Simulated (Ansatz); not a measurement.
**Fields on a plane of C (space group P6_3/mmc)**

```
CELL_PARAMETERS angstrom
      2.44493     0.00000     0.00000
     -1.22247     2.11738     0.00000
      0.00000     0.00000     6.63682
ATOMIC_POSITIONS crystal
  C  0.00000 0.00000 0.25000
  C  0.00000 0.00000 0.75000
  C  0.33333 0.66667 0.25000
  C  0.66667 0.33333 0.75000
```

The slice is a (-1 1 0 2) plane (indices of the conventional cell) through the point (0.000, 0.000, 0.750) (fractional), spanned by u = [110] and v = [1 -1 1] in vectors of this cell: u (2.44 Å) and v (7.87 Å, at 90° to u). It covers one period; positions are fractions (u, v).

Atoms on it: C at (0.50, 0.50); C at (0.00, 0.00). Other atoms lie within 1 Å of the plane.

Level of theory: LDA (plane waves to 420 eV, PAW, scalar-relativistic; Ansatz, a program for electronic structure). k mesh 15×15×5. These are valence fields of a PAW run, semicore shells included where kept as valence: close to a nucleus they are smooth pseudo fields. C was relaxed with its symmetry unable to fall.

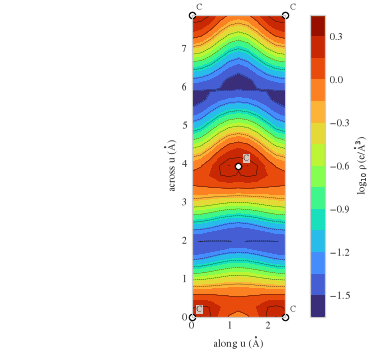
Fig. 1. Log₁₀ of the valence density in e/Å³, one period of the plane, atoms marked. The scale is logarithmic, as a density can span decades between atoms and voids.

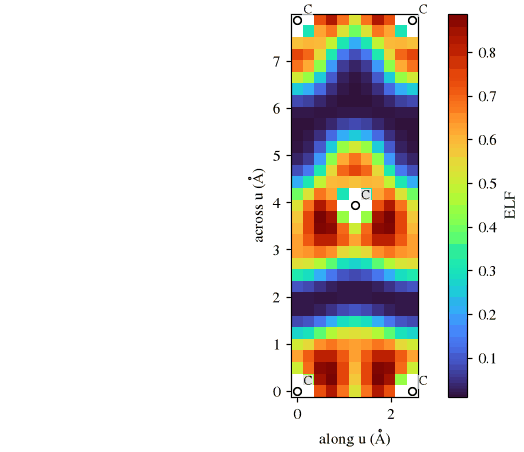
Figure. Electron localisation function (ELF), one period of the plane, atoms marked. Points within 0.3 Å of a nucleus are left white, as the pseudised field means little there.
